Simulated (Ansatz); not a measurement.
```yaml
atoms:
  - { symbol: N, position_ang: [-1.6379, 0.2851, 0.8712] }
  - { symbol: N, position_ang: [1.5656, -0.4232, 0.9466] }
  - { symbol: O, position_ang: [0.5838, 1.6236, -1.2306] }
  - { symbol: O, position_ang: [-0.4738, -1.4154, -1.5061] }
  - { symbol: Zr, position_ang: [0.0129, 0.0226, -0.3082] }
  - { symbol: H, position_ang: [-1.6871, 0.8580, 1.7107] }
  - { symbol: H, position_ang: [-2.5652, -0.0929, 0.6914] }
  - { symbol: H, position_ang: [2.4967, -0.0147, 0.9114] }
  - { symbol: H, position_ang: [1.5595, -1.1340, 1.6748] }
  - { symbol: H, position_ang: [0.5769, 2.4675, -1.6789] }
  - { symbol: H, position_ang: [-0.4313, -2.1766, -2.0822] }
```

Geometry: PBE0-D4/def2-SVP; core potentials replace the inner electrons of Zr.

Computed with isolated molecule in a Gaussian basis; Kohn-Sham density functional theory, functional PBE0 (Ansatz 0.2.0).

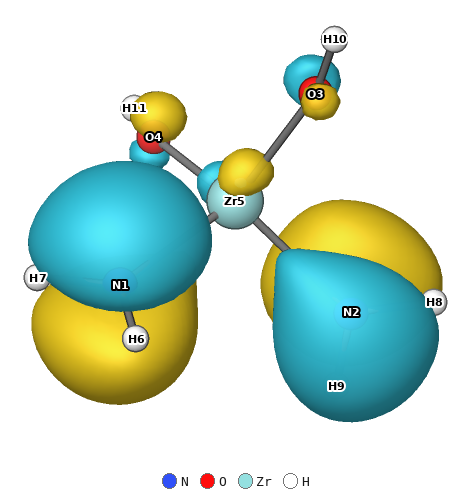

H6N2O2Zr. The HOMO at ±0.1 Å⁻³ᐟ² (yellow and cyan are the two phases), seen at a tilt.

**Describe this orbital and give its energy.**

Its weight (Hirshfeld) is mainly on N1 (about 35 %), N2 (about 35 %) and Zr5 (about 10 %); largely a combination of lone pairs on N1 and N2. Its energy is −6.72 eV.
